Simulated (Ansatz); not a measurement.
```xyz
5

Ge    0.2137    0.0000    0.0212
Cl    0.8885    0.0000    2.1122
H     1.7009    0.0000   -0.3661
H    -0.5860    1.2860   -0.3067
H    -0.5860   -1.2860   -0.3067
```

Not at a stationary point (largest force 1.0 eV/Å).

These are results of Ansatz 0.2.0, RKS PBE-D4/def2-SVP, not measurements.

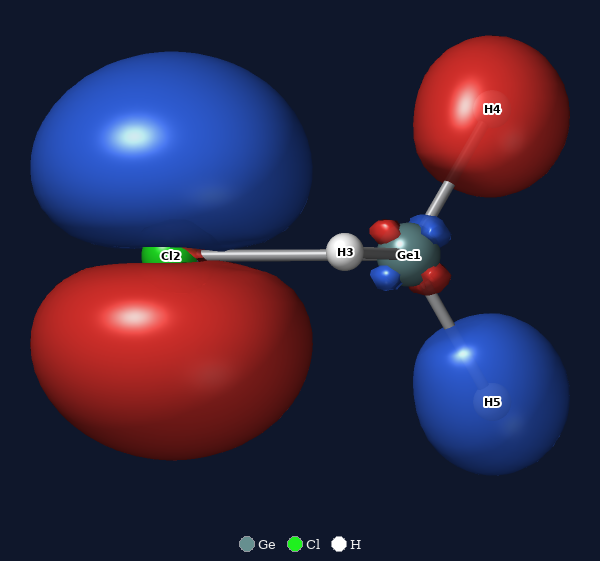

ClGeH3. The HOMO−1 at ±0.1 Å⁻³ᐟ² (red and blue are the two phases), seen across its widest extent.

**Where does this orbital lie, and at what energy?**

By Hirshfeld shares it lies mainly on Cl2 (about 85 %) and Ge1 (about 10 %); largely a lone pair of Cl2. Its energy is −7.03 eV.
